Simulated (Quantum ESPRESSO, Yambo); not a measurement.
**KBr (Fm-3m): changed settings of a GW run in Yambo**

A base run on KBr (Fm-3m), then changed inputs.

Calculated with Yambo 5.3.0; PBE and many-body steps on it, plane waves.

## (1) Set-up

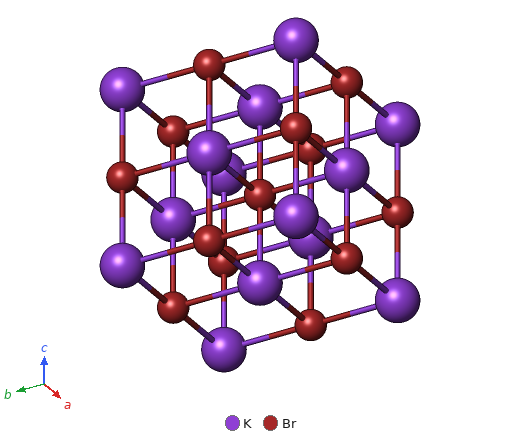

The cell as given, from a free direction (potassium purple, bromine red). This picture shows the conventional cell, with its axes. Some periodic images of atoms are drawn too.

Structure file:

```xyz
2
Lattice="0.0000 3.3000 3.3000 3.3000 0.0000 3.3000 3.3000 3.3000 0.0000" Properties=species:S:1:pos:R:3 pbc="T T T"
K     0.0000    0.0000    0.0000
Br    3.3000    3.3000    3.3000
```

The cell and positions come from the Crystallography Open Database and are kept as given unless a step says otherwise.

## (2) Base

This step: Yambo 5.3.0; G0W0 on PBE, plane waves, norm-conserving pseudopotentials.

Now the one-shot GW correction: screening in the RPA, then the self-energy of the levels asked for.

gw1.in reads:

```
HF_and_locXC
gw0
dyson
ppa
em1d
rim_cut
RandQpts= 1000000
RandGvec= 1 RL
EXXRLvcs= 76 Ry
VXCRLvcs= 304 Ry
Chimod= "HARTREE"
% BndsRnXp
 1 | 188 |
%
NGsBlkXp= 13 Ry
% LongDrXp
 1 | 1 | 1 |
%
% GbndRnge
 1 | 188 |
%
DysSolver= "n"
ExtendOut
PPAPntXp= 27.21138 eV
% QPkrange
 1 | 1 | 12 | 15 |
%
```

Run with:

```
$ OMP_NUM_THREADS=1 mpirun -n 4 yambo -F gw1.in -J gw1 -C gw1 > gw1.log
```

What it wrote:

```text
 Yambo, version 5.3.0

 [02] CORE Variables Setup
 =========================

  [... cell, symmetries and grids as in the set-up ...]

  [02.05] Energies & Occupations
  ==============================

  [X] === General ===
  [X] Electronic Temperature                        :  0.000000  0.000000 [eV K]
  [X] Bosonic    Temperature                        :  0.000000  0.000000 [eV K]
  [X] Finite Temperature mode                       : no
  [X] El. density                                   :  0.36174E+24 [cm-3]
  [X] Fermi Level                                   :  2.085286 [eV]

  [X] === Gaps and Widths ===
  [X] Conduction Band Min                           :  4.436154 [eV]
  [X] Valence Band Max                              :  0.000000 [eV]
  [X] Filled Bands                                  :  13
  [X] Empty Bands                                   :   14  188
  [X] Direct Gap                                    :  4.436154 [eV]
  [X] Direct Gap localized at k                     :  1
  [X] Indirect Gap                                  :  4.436154 [eV]
  [X] Indirect Gap between kpts                     :  1  1
  [X] Last valence band width                       :  0.536069 [eV]
  [X] 1st conduction band width                     :  2.953841 [eV]

 [03] Transferred momenta grid and indexing
 ==========================================

 IBZ Q-points                                      :   8
 BZ  Q-points                                      :   64

 K/Q-points units:
 rlu = crystal or reduced units; cc = cartesian coordinates; iku = interal k-units

 Q [1]          [rlu]:  0.000000  0.000000  0.000000
 Q [2]          [rlu]: -0.15345E-16  0.40166E-16  0.25000
 Q [3]          [rlu]:  0.30690E-16 -0.80332E-16 -0.50000
 Q [4]          [rlu]: -0.46171E-17  0.25000      0.25000
 Q [5]          [rlu]: -0.20915E-17  0.25000      0.50000
 Q [6]          [rlu]: -0.24821E-16  0.25000     -0.25000
 Q [7]          [rlu]:  0.92343E-17 -0.50000     -0.50000
 Q [8]          [rlu]:  0.250000 -0.500000 -0.250000

 [04] Coloumb potential Random Integration (RIM)
 ===============================================

  [04.01] RIM initialization
  ==========================

  * Diagonal components only detected *

  8 x (sBL volume)        :  0.063927 [a.u.]
  sBZ random points       :  1000000
  Points outside the sBZ  :   7968281
  RL volume               :  0.511412 [a.u.]
  Integrated volume       :  0.513448 [a.u.]

  [04.02] RIM integrals
  =====================

  Gamma point sphere radius             :  0.072529 [a.u.]
  Points outside the sphere             :   800476
  [Int_sBZ(q=0) 1/q^2]*(Vol_sBZ)^(-1/3) =:  7.776341
                                 should be <:  7.795600

  Summary of Coulomb integrals for non-metallic bands |Q|[au] RIM/Bare

  Q [1] 0.100000E-4 0.997530 * Q [2] 0.218141 1.068480
  Q [4] 0.251888 1.066792 * Q [6] 0.356223 1.029814
  Q [5] 0.417709 1.022655 * Q [3] 0.436282 1.020683
  Q [7] 0.503776 1.017590 * Q [8] 0.563238 1.014367

 [05] Dipoles
 ============

  [05.01] Setup: observables and procedures
  =========================================

 [06] Dynamic Dielectric Matrix (PPA)
 ====================================

 [WR./gw1//ndb.pp]---------------------------------------------------------------
  Brillouin Zone Q/K grids (IBZ/BZ)                :    8   64    8   64
  RL vectors                                       :   6567 [WF]
  Coulomb cutoff potential                         : none
  Electronic Temperature                           :  0.000000 [K]
  Bosonic    Temperature                           :  0.000000 [K]
  PPA    diel. fun.  energies                      : Perdew, Burke & Ernzerhof(X)+Perdew, Burke & Ernzerhof(C)
  wavefunctions                                    : Perdew, Burke & Ernzerhof(X)+Perdew, Burke & Ernzerhof(C)
  Global Gauge                                     : length
  X matrix size                                    :   411
  X band range                                     :    1  188
  X e/h energy range                               : -1.000000 -1.000000 [eV]
  X Time ordering                                  : R
  X Hxc Kernel                                     : HARTREE
  X Drude frequency                                :  0.000000  0.000000
  X poles                                          :  100.0000 [o/o]
  RL vectors in the sum                            :   6567
  [r,Vnl] included                                 : yes
  Field direction                                  :  0.577350E-5  0.577350E-5  0.577350E-5
  BZ energy Double Grid                            : no
  BZ energy DbGd points                            : 0
  BZ Q point size factor                           : -1.000000
  X Optical Averaged directions                    : none

 [07] Local Exchange-Correlation + Non-Local Fock
 ================================================

 [VXC] Plane waves :   43599
 [EXS] Plane waves :   5577

 QP @ state[ 1 ] K range:  1  1
 QP @ state[ 1 ] b range:  12  15

 [xc] Functional : Perdew, Burke & Ernzerhof(X)+Perdew, Burke & Ernzerhof(C)
 [xc] LIBXC used to calculate xc functional
  PP Number of Atomic Species                      :  2
  NLCC RL compoments                               :   43599
  PP Number of Atomic Species                      :  2
  NLCC RL compoments                               :   43599

 [xc] E_xc :  -16.87313 [Ha]
      E_xc :  -33.74626 [Ry]

  Local XC kind (lXC) : Perdew, Burke & Ernzerhof(X)+Perdew, Burke & Ernzerhof(C)
  Non-Local XC kind (nlXC) : Hartree-Fock

  Corrections @ K [1] :  [eV]
 <12|nlXC|12> = -19.54506  0.91816E-17 <12|lXC|12> = -14.35201 -0.18882E-15
 <13|nlXC|13> = -19.54502 -0.85949E-17 <13|lXC|13> = -14.35201 -0.94408E-16
 <14|nlXC|14> = -3.946254 -0.16375E-17 <14|lXC|14> = -7.314516  0.000000
 <15|nlXC|15> = -3.767159  0.98069E-18 <15|lXC|15> = -8.482836  0.23602E-16

 [08] Dyson equation: Newton solver
 ==================================

  [08.01] G0W0 (W PPA)
  ====================

  [  GW  ] Bands range     :    1  188
  [GW/PPA] G damping       :  0.100000 [eV]

  QP @ state[ 1 ] K range:  1  1
  QP @ state[ 1 ] b range:  12  15

   Sc/G bands                                       :    1  188
   Sc/G damping                                     :  0.100000 ev
   Sc bands terminator                              : no
   Sx RL components                                 :   5577

   QP @ state[ 1 ] K range                          :  1  1
   QP @ state[ 1 ] b range                          :  12  15
   GF energies kind                                 : Perdew, Burke & Ernzerhof(X)+Perdew, Burke & Ernzerhof(C)
   GF WF`s kind                                     : Perdew, Burke & Ernzerhof(X)+Perdew, Burke & Ernzerhof(C)
   Xs energies kind                                 : Perdew, Burke & Ernzerhof(X)+Perdew, Burke & Ernzerhof(C)
   Xs WF`s kind                                     : Perdew, Burke & Ernzerhof(X)+Perdew, Burke & Ernzerhof(C)

 [11] Game Over & Game summary
```

Run time: 3.3 min. Hardware: 4 MPI ranks of Arm Neoverse V2, shared host; peak memory 2 GiB; 13 min of CPU time.

Numbers from this step:

```yaml
g0w0_gap_on_the_points_computed: 7.719 eV
starting_gap_on_the_mesh: 4.436 eV
k_of_the_valence_top: 0, 0, 0
k_of_the_conduction_bottom: 0, 0, 0
least_direct_g0w0_gap_on_the_computed_points: 7.719 eV
z_at_the_valence_top: 0.8282
z_at_the_conduction_bottom: 0.8737
```

The gap on the mesh goes from 4.44 eV to 7.72 eV, a correction of +3.28 eV.

## (3) No random integration

gw2.in reads:

```
HF_and_locXC
gw0
dyson
ppa
em1d
rim_cut
RandQpts= 0
RandGvec= 1 RL
EXXRLvcs= 76 Ry
VXCRLvcs= 304 Ry
Chimod= "HARTREE"
% BndsRnXp
 1 | 188 |
%
NGsBlkXp= 13 Ry
% LongDrXp
 1 | 1 | 1 |
%
% GbndRnge
 1 | 188 |
%
DysSolver= "n"
ExtendOut
PPAPntXp= 27.21138 eV
% QPkrange
 1 | 1 | 12 | 15 |
%
```

Run with:

```
$ OMP_NUM_THREADS=1 mpirun -n 4 yambo -F gw2.in -J gw2,gw1_W -C gw2 > gw2.log
```

What it wrote:

```text
 Yambo, version 5.3.0

 [02] CORE Variables Setup
 =========================

  [... cell, symmetries and grids as in the set-up ...]

  [02.05] Energies & Occupations
  ==============================

  [X] === General ===
  [X] Electronic Temperature                        :  0.000000  0.000000 [eV K]
  [X] Bosonic    Temperature                        :  0.000000  0.000000 [eV K]
  [X] Finite Temperature mode                       : no
  [X] El. density                                   :  0.36174E+24 [cm-3]
  [X] Fermi Level                                   :  2.085286 [eV]

  [X] === Gaps and Widths ===
  [X] Conduction Band Min                           :  4.436154 [eV]
  [X] Valence Band Max                              :  0.000000 [eV]
  [X] Filled Bands                                  :  13
  [X] Empty Bands                                   :   14  188
  [X] Direct Gap                                    :  4.436154 [eV]
  [X] Direct Gap localized at k                     :  1
  [X] Indirect Gap                                  :  4.436154 [eV]
  [X] Indirect Gap between kpts                     :  1  1
  [X] Last valence band width                       :  0.536069 [eV]
  [X] 1st conduction band width                     :  2.953841 [eV]

 [03] Transferred momenta grid and indexing
 ==========================================

 IBZ Q-points                                      :   8
 BZ  Q-points                                      :   64

 K/Q-points units:
 rlu = crystal or reduced units; cc = cartesian coordinates; iku = interal k-units

 Q [1]          [rlu]:  0.000000  0.000000  0.000000
 Q [2]          [rlu]: -0.15345E-16  0.40166E-16  0.25000
 Q [3]          [rlu]:  0.30690E-16 -0.80332E-16 -0.50000
[...]
Q [7]          [rlu]:  0.92343E-17 -0.50000     -0.50000
 Q [8]          [rlu]:  0.250000 -0.500000 -0.250000

 [04] Dipoles
 ============

  [04.01] Setup: observables and procedures
  =========================================

 [05] Dynamic Dielectric Matrix (PPA)
 ====================================

   Sc/G bands                                       :    1  188
   Sc/G damping                                     :  0.100000 ev
   Sc bands terminator                              : no
   Sx RL components                                 :   5577

   QP @ state[ 1 ] K range                          :  1  1
   QP @ state[ 1 ] b range                          :  12  15
   GF energies kind                                 : Perdew, Burke & Ernzerhof(X)+Perdew, Burke & Ernzerhof(C)
   GF WF`s kind                                     : Perdew, Burke & Ernzerhof(X)+Perdew, Burke & Ernzerhof(C)
   Xs energies kind                                 : Perdew, Burke & Ernzerhof(X)+Perdew, Burke & Ernzerhof(C)
   Xs WF`s kind                                     : Perdew, Burke & Ernzerhof(X)+Perdew, Burke & Ernzerhof(C)

 [10] Game Over & Game summary
```

Wall time 61 s (4 MPI ranks); peak memory 2 GiB.

This step gave:

```
G0W0 gap on the points computed              : 7.620 eV
starting gap on the mesh                     : 4.436 eV
k of the valence top                         : 0, 0, 0
k of the conduction bottom                   : 0, 0, 0
least direct G0W0 gap on the computed points : 7.620 eV
Z at the valence top                         : 0.8313
Z at the conduction bottom                   : 0.8770
```

## (4) Fewer bands in the self-energy

gw3.in reads:

```
HF_and_locXC
gw0
dyson
ppa
em1d
rim_cut
RandQpts= 1000000
RandGvec= 1 RL
EXXRLvcs= 76 Ry
VXCRLvcs= 304 Ry
Chimod= "HARTREE"
% BndsRnXp
 1 | 188 |
%
NGsBlkXp= 13 Ry
% LongDrXp
 1 | 1 | 1 |
%
% GbndRnge
 1 | 33 |
%
DysSolver= "n"
ExtendOut
PPAPntXp= 27.21138 eV
% QPkrange
 1 | 1 | 12 | 15 |
%
```

Run with:

```
$ OMP_NUM_THREADS=1 mpirun -n 4 yambo -F gw3.in -J gw3,gw1_W -C gw3 > gw3.log
```

What it wrote:

```text
 Yambo, version 5.3.0

 [02] CORE Variables Setup
 =========================

  [... cell, symmetries and grids as in the set-up ...]

  [02.05] Energies & Occupations
  ==============================

  [X] === General ===
  [X] Electronic Temperature                        :  0.000000  0.000000 [eV K]
  [X] Bosonic    Temperature                        :  0.000000  0.000000 [eV K]
  [X] Finite Temperature mode                       : no
  [X] El. density                                   :  0.36174E+24 [cm-3]
  [X] Fermi Level                                   :  2.085286 [eV]

  [X] === Gaps and Widths ===
  [X] Conduction Band Min                           :  4.436154 [eV]
  [X] Valence Band Max                              :  0.000000 [eV]
  [X] Filled Bands                                  :  13
  [X] Empty Bands                                   :   14  188
  [X] Direct Gap                                    :  4.436154 [eV]
  [X] Direct Gap localized at k                     :  1
  [X] Indirect Gap                                  :  4.436154 [eV]
  [X] Indirect Gap between kpts                     :  1  1
  [X] Last valence band width                       :  0.536069 [eV]
  [X] 1st conduction band width                     :  2.953841 [eV]

 [03] Transferred momenta grid and indexing
 ==========================================

 IBZ Q-points                                      :   8
 BZ  Q-points                                      :   64

 K/Q-points units:
 rlu = crystal or reduced units; cc = cartesian coordinates; iku = interal k-units

 Q [1]          [rlu]:  0.000000  0.000000  0.000000
 Q [2]          [rlu]: -0.15345E-16  0.40166E-16  0.25000
 Q [3]          [rlu]:  0.30690E-16 -0.80332E-16 -0.50000
[...]
Q [7]          [rlu]:  0.92343E-17 -0.50000     -0.50000
 Q [8]          [rlu]:  0.250000 -0.500000 -0.250000

 [04] Coloumb potential Random Integration (RIM)
 ===============================================

 Summary of Coulomb integrals for non-metallic bands |Q|[au] RIM/Bare

 Q [1] 0.100000E-4 0.997530 * Q [2] 0.218141 1.068480
 Q [4] 0.251888 1.066792 * Q [6] 0.356223 1.029814
 Q [5] 0.417709 1.022655 * Q [3] 0.436282 1.020683
 Q [7] 0.503776 1.017590 * Q [8] 0.563238 1.014367

 [05] Dipoles
 ============

  [05.01] Setup: observables and procedures
  =========================================

 [06] Dynamic Dielectric Matrix (PPA)
 ====================================

   Sc/G bands                                       :    1   33
   Sc/G damping                                     :  0.100000 ev
   Sc bands terminator                              : no
   Sx RL components                                 :   5577

   QP @ state[ 1 ] K range                          :  1  1
   QP @ state[ 1 ] b range                          :  12  15
   GF energies kind                                 : Perdew, Burke & Ernzerhof(X)+Perdew, Burke & Ernzerhof(C)
   GF WF`s kind                                     : Perdew, Burke & Ernzerhof(X)+Perdew, Burke & Ernzerhof(C)
   Xs energies kind                                 : Perdew, Burke & Ernzerhof(X)+Perdew, Burke & Ernzerhof(C)
   Xs WF`s kind                                     : Perdew, Burke & Ernzerhof(X)+Perdew, Burke & Ernzerhof(C)

 [11] Game Over & Game summary
```

Wall time 14 s (4 MPI ranks); peak memory 1.7 GiB.

This step gave:

* G0W0 gap on the points computed: 7.350 eV
* starting gap on the mesh: 4.436 eV
* k of the valence top: 0, 0, 0
* k of the conduction bottom: 0, 0, 0
* least direct G0W0 gap on the computed points: 7.350 eV
* Z at the valence top: 0.8368
* Z at the conduction bottom: 0.8789

## (5) Core charge in Vxc

gw4.in reads:

```
HF_and_locXC
gw0
dyson
ppa
em1d
rim_cut
RandQpts= 1000000
RandGvec= 1 RL
EXXRLvcs= 76 Ry
VXCRLvcs= 304 Ry
Chimod= "HARTREE"
% BndsRnXp
 1 | 188 |
%
NGsBlkXp= 13 Ry
% LongDrXp
 1 | 1 | 1 |
%
% GbndRnge
 1 | 188 |
%
DysSolver= "n"
ExtendOut
PPAPntXp= 27.21138 eV
% QPkrange
 1 | 1 | 12 | 15 |
%
UseNLCC
```

Run with:

```
$ OMP_NUM_THREADS=1 mpirun -n 4 yambo -F gw4.in -J gw4,gw1_W -C gw4 > gw4.log
```

What it wrote:

```text
 Yambo, version 5.3.0

 [02] CORE Variables Setup
 =========================

  [... cell, symmetries and grids as in the set-up ...]

  [02.05] Energies & Occupations
  ==============================

  [X] === General ===
  [X] Electronic Temperature                        :  0.000000  0.000000 [eV K]
  [X] Bosonic    Temperature                        :  0.000000  0.000000 [eV K]
  [X] Finite Temperature mode                       : no
  [X] El. density                                   :  0.36174E+24 [cm-3]
[...]
Sx RL components                                 :   5577

   QP @ state[ 1 ] K range                          :  1  1
   QP @ state[ 1 ] b range                          :  12  15
   GF energies kind                                 : Perdew, Burke & Ernzerhof(X)+Perdew, Burke & Ernzerhof(C)
   GF WF`s kind                                     : Perdew, Burke & Ernzerhof(X)+Perdew, Burke & Ernzerhof(C)
   Xs energies kind                                 : Perdew, Burke & Ernzerhof(X)+Perdew, Burke & Ernzerhof(C)
   Xs WF`s kind                                     : Perdew, Burke & Ernzerhof(X)+Perdew, Burke & Ernzerhof(C)

 [11] Game Over & Game summary
```

The job ended after 61 s (4 MPI ranks; peak memory 2 GiB).

Numbers from this step:

```
G0W0 gap on the points computed              : 7.718 eV
starting gap on the mesh                     : 4.436 eV
k of the valence top                         : 0, 0, 0
k of the conduction bottom                   : 0, 0, 0
least direct G0W0 gap on the computed points : 7.718 eV
```

Against G0W0 in Yambo (4×4×4 mesh, 188 bands, screening to 176.9 eV, Godby-Needs plasmon pole), the gap moves by −0.001 eV.

(Part 1 of 2 ends here.)

[Paths, hosts, dates, memory and timing lines, banners, echoed tables and standing remarks are left out of the program output.]

[Logs are printed without paths, hosts, clocks, repeated set-up lines and the standing remarks that a program may print on its own settings, such as how far it seeks lower states.]

[Runs of the session that timed out or met a known fault of the program may be left out.]

[Hosts, paths, dates, database ids (printed as entryN), source tags and the programs' standing remarks are cut or masked in the printed files.]
